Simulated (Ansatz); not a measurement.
# singlet SiH3O+: levels of theory compared

We compute a comparison of 4 runs (B3LYP/STO-3G, PBE/STO-3G, revPBE/STO-3G, wB97M-V/STO-3G) of singlet SiH3O+. 

The calculation is run with Ansatz 0.2.0.

65 further runs of the same task are left out: 16 that didn't finish, 49 set aside as unsound or not needed.

### 1 The system as given

SiH3O+: 5 atoms, total charge +1, spin state singlet. SMILES of the parent species: `[O][SiH3]`. The shape is that of a GFN2-xTB optimisation. That shape belongs to the parent species and isn't relaxed for this state.

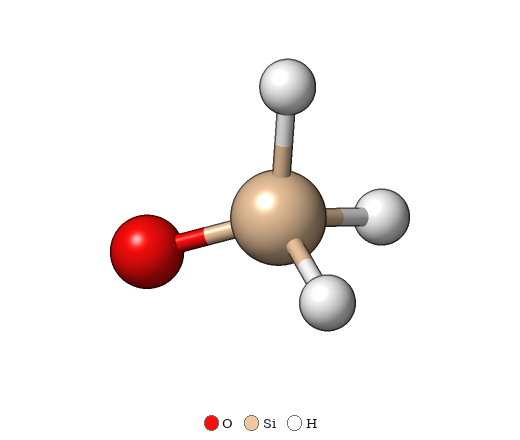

The structure, seen from a chosen angle (oxygen red, silicon light orange, hydrogen white).

### 2 A single-point energy at B3LYP/STO-3G (run 1)

The input, job.yaml:

```yaml
crystal:
  periodic: [false, false, false]
  atoms:
    - symbol: O
      position_ang: [-1.416610, 0.267850, 0.690210]
    - symbol: Si
      position_ang: [-0.065850, 0.007840, 0.019870]
    - symbol: H
      position_ang: [-0.120650, -0.242400, -1.447490]
    - symbol: H
      position_ang: [0.685890, -1.159260, 0.572930]
    - symbol: H
      position_ang: [0.917210, 1.125960, 0.164480]
basis:
  gaussian:
    orbitals: STO-3G
hamiltonian:
  xc: {name: B3LYP}
total_charge: 1
accuracy: high
```

Started as:

```bash
$ ansatz run job.yaml --threads 1 --pin off --max-ram 2610MiB --events-out events.jsonl --progress --plain --runs-dir runs
```

What it wrote:

```text
Warning: RAYON_NUM_THREADS=1 ignored (pool sized by the plan → 1); use --threads N
Functional definition: B3LYP
  name "B3LYP"
  parameter a0 = 0.2
  parameter ax = 0.72
  parameter ac = 0.81
  exchange = (1 - a0 - ax)*slater_x + ax*b88_x + a0*exact_x
  correlation = (1 - ac)*vwn_rpa_c + ac*lyp_c
290 factors; integrals over basis functions are off by at most 2.8e-8 eV
mean field evaluation 1: about -9820.1572 eV, gradient 5.7e1 eV
mean field evaluation 2: about -9615.1848 eV, gradient 2.1e2 eV
mean field evaluation 4: about -9837.0397 eV, gradient 2.9e1 eV
mean field evaluation 8: about -9840.6122 eV, gradient 5.5e-1 eV
mean field evaluation 16: about -9840.5840 eV, gradient 8.1e-3 eV
mean field evaluation 32: about -9840.6448 eV, gradient 5.4e-1 eV
mean field evaluation 64: about -9839.6779 eV, gradient 1.4e1 eV
mean field -9840.64866126 eV, -361.6371680702 hartree, gradient 7.0e-8 eV, S^2 0.000000; 6 other end points of the search recorded, 0 dependent functions left out
reference -9840.64868535 eV, -361.6371689554 hartree; 12, 12 occupied and 5, 5 virtual orbitals, 290 factors
Total energy: -9840.64868535 eV, -361.6371689554 hartree
```

Wall time 3.3 s (1 thread of Arm Neoverse V1, shared host); peak memory 0.091 GiB.

### 3 A single-point energy at PBE/STO-3G (run 2)

The input, run.yaml:

```yaml
crystal:
  periodic: [false, false, false]
  atoms:
    - symbol: O
      position_ang: [-1.416610, 0.267850, 0.690210]
    - symbol: Si
      position_ang: [-0.065850, 0.007840, 0.019870]
    - symbol: H
      position_ang: [-0.120650, -0.242400, -1.447490]
    - symbol: H
      position_ang: [0.685890, -1.159260, 0.572930]
    - symbol: H
      position_ang: [0.917210, 1.125960, 0.164480]
basis:
  gaussian: {orbitals: STO-3G}
total_charge: 1
hamiltonian: {xc: {name: PBE}}
accuracy: high
```

Started as:

```bash
$ ansatz run run.yaml --threads 1 --pin off --max-ram 2610MiB --events-out events.jsonl --progress --plain --runs-dir runs
```

What it wrote:

```text
Warning: RAYON_NUM_THREADS=1 ignored (pool sized by the plan → 1); use --threads N
Functional definition: PBE
  name "PBE"
  parameter kappa = 0.804
  parameter beta = 0.06672455060314922
  exchange = pbe_x(kappa = kappa, mu = beta*pi^2/3)
  correlation = pbe_c(beta = beta)
290 factors; integrals over basis functions are off by at most 2.8e-8 eV
mean field evaluation 1: about -9813.0543 eV, gradient 5.9e1 eV
mean field evaluation 2: about -9577.4629 eV, gradient 2.0e2 eV
mean field evaluation 4: about -9831.3210 eV, gradient 2.4e1 eV
mean field evaluation 8: about -9833.7209 eV, gradient 8.8e0 eV
mean field evaluation 16: about -9834.2307 eV, gradient 6.1e-1 eV
mean field evaluation 32: about -9834.2435 eV, gradient 1.9e-1 eV
mean field -9834.24413511 eV, -361.4018060754 hartree, gradient 4.1e-8 eV, S^2 0.000000; 6 other end points of the search recorded, 0 dependent functions left out
reference -9834.24413675 eV, -361.4018061356 hartree; 12, 12 occupied and 5, 5 virtual orbitals, 290 factors
Total energy: -9834.24413675 eV, -361.4018061356 hartree
```

Run time: 2.8 s. Hardware: 1 thread of Arm Neoverse V1, shared host; peak memory 0.09 GiB.

### 4 A single-point energy at revPBE/STO-3G (run 3)

The input, in.yaml:

```yaml
crystal:
  periodic: [false, false, false]
  atoms:
    - {symbol: O, position_ang: [-1.416610, 0.267850, 0.690210]}
    - {symbol: Si, position_ang: [-0.065850, 0.007840, 0.019870]}
    - {symbol: H, position_ang: [-0.120650, -0.242400, -1.447490]}
    - {symbol: H, position_ang: [0.685890, -1.159260, 0.572930]}
    - {symbol: H, position_ang: [0.917210, 1.125960, 0.164480]}
basis:
  gaussian:
    orbitals: STO-3G
total_charge: 1
hamiltonian:
  xc: {name: revPBE}
accuracy: high
```

Started as:

```bash
$ ansatz run in.yaml --threads 1 --pin off --max-ram 2610MiB --events-out events.jsonl --progress --plain --runs-dir runs
```

What it wrote:

```text
Warning: RAYON_NUM_THREADS=1 ignored (pool sized by the plan → 1); use --threads N
Functional definition: revPBE
  name "revPBE"
  parameter kappa = 1.245
  parameter beta = 0.06672455060314922
  exchange = pbe_x(kappa = kappa, mu = beta*pi^2/3)
  correlation = pbe_c(beta = beta)
290 factors; integrals over basis functions are off by at most 2.8e-8 eV
mean field evaluation 1: about -9817.6657 eV, gradient 5.8e1 eV
mean field evaluation 2: about -9583.7850 eV, gradient 2.0e2 eV
mean field evaluation 4: about -9835.9331 eV, gradient 2.4e1 eV
mean field evaluation 8: about -9838.2762 eV, gradient 9.1e0 eV
mean field evaluation 16: about -9838.8177 eV, gradient 1.8e-1 eV
mean field evaluation 32: about -9838.8304 eV, gradient 7.5e-3 eV
mean field -9838.83043899 eV, -361.5703496339 hartree, gradient 3.8e-8 eV, S^2 0.000000; 6 other end points of the search recorded, 0 dependent functions left out
reference -9838.83044102 eV, -361.5703497086 hartree; 12, 12 occupied and 5, 5 virtual orbitals, 290 factors
Total energy: -9838.83044102 eV, -361.5703497086 hartree
```

It took 2.8 s on 1 thread of Arm Neoverse V1, shared host; peak memory 0.09 GiB.

### 5 The energy at wB97M-V/STO-3G (run 4)

The input, molecule.yaml:

```yaml
basis:
  gaussian:
    orbitals: STO-3G
crystal:
  periodic: [false, false, false]
  atoms:
    - {symbol: O, position_ang: [-1.416610, 0.267850, 0.690210]}
    - {symbol: Si, position_ang: [-0.065850, 0.007840, 0.019870]}
    - {symbol: H, position_ang: [-0.120650, -0.242400, -1.447490]}
    - {symbol: H, position_ang: [0.685890, -1.159260, 0.572930]}
    - {symbol: H, position_ang: [0.917210, 1.125960, 0.164480]}
total_charge: 1
hamiltonian:
  xc: {name: wB97M-V}
accuracy: high
```

Started as:

```bash
$ ansatz run molecule.yaml --threads 1 --pin off --max-ram 2610MiB --events-out events.jsonl --progress --plain --runs-dir runs
```

What it wrote, cut to the lines that bear on the results:

```text
Warning: RAYON_NUM_THREADS=1 ignored (pool sized by the plan → 1); use --threads N
Functional definition: wB97M-V
  name "wB97M-V"
[...]
  gx(w, u) = 1 - cx + cx01*u + cx10*w
  gss(w, u) = css00 + css04*u^4 + css10*w + css20*w^2 + css43*w^4*u^3
  gos(w, u) = cos00 + cos10*w + (cos20 + cos21*u)*w^2 + (cos60 + cos61*u)*w^6
[...]
      + integral(e_c_pw_mod_opposite_spin*gos(b97_w_opposite, b97_u_opposite)) + vv10(b, c)
290 factors; integrals over basis functions are off by at most 2.8e-8 eV
131 factors; integrals over basis functions are off by at most 8.1e-10 eV
[...]
mean field -9840.95545744 eV, -361.6484426219 hartree, gradient 2.6e-8 eV, S^2 0.000000; 4 other end points of the search recorded, 0 dependent functions left out
reference -9840.95545959 eV, -361.6484427009 hartree; 12, 12 occupied and 5, 5 virtual orbitals, 290 factors
Total energy: -9840.95545959 eV, -361.6484427009 hartree
```

Run time: 49 s. Hardware: 1 thread of Arm Neoverse V1, shared host; peak memory 0.25 GiB.

### 6 All runs side by side

```
run           level  energy (Eh)  wall time
  1    B3LYP/STO-3G  -361.637169      3.3 s
  2      PBE/STO-3G  -361.401806      2.8 s
  3   revPBE/STO-3G  -361.570350      2.8 s
  4  wB97M-V/STO-3G  -361.648443       49 s
```

### 7 Outcome

| quantity | value |
| --- | --- |
| run 4: total energy | -361.64844 Eh |

**Reading.** Totals of different functionals can't be ranked against each other. In runs 1, 2, 3, 4 the basis is minimal, so the values are rough. All runs together took 58 s, the longest 49 s.
